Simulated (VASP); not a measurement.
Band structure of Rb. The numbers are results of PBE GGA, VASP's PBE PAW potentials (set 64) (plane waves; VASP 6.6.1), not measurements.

The cell holds a wide vacuum, so values per volume refer to the whole cell.

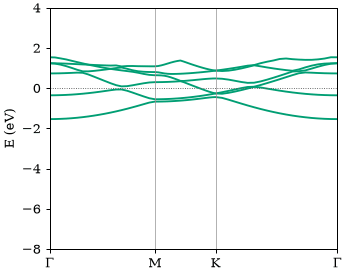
*Bands along high-symmetry lines, zero at the valence-band maximum or, without a gap, the Fermi level*

### Question
Read the plot: is there a gap, and where are the band edges?

### Answer
It has no gap at this level: it comes out as a metal or semimetal.

The cell is a sheet with vacuum, built from a generated structure.
